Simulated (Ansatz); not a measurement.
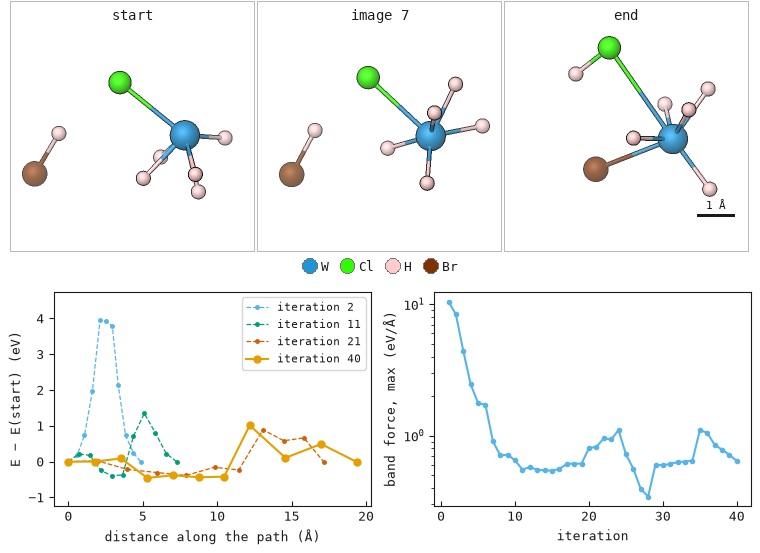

A search for the minimum-energy path of WH6BrCl, made up at the start of WH₅Cl and HBr by the nudged elastic band. Images are numbered from 0 (start) to 10 (end). The plot follows the band through its iterations. The picture is a ball-and-stick view, seen from a free direction.

Level of theory: RKS PBE-D4/def2-SVP in Ansatz 0.2.0. Settings: 9 movable images; climbing image; force threshold 0.05 eV/Å; iteration limit 40; starting path through a guess of the saddle point.

Judge this run.

The result isn't final. The band hadn't converged when the run stopped after 40 iterations. The largest component of the band force went from 10 to 0.64 eV/Å. The barrier read from it is provisional, though the highest image hardly moved in the last two iterations. The first iteration put the highest image at 5.65 eV. Relative to the start the highest point is image 7 at +1.01 eV and the end lies at −0.01 eV, but the profile dips to −0.45 eV at image 3 on the way, so there may be more than one step; on an unconverged band the side maxima are provisional.

Limits of the set-up: the start holds two separate molecules, 2.4 Å apart at their closest, whose relative position is a soft coordinate.
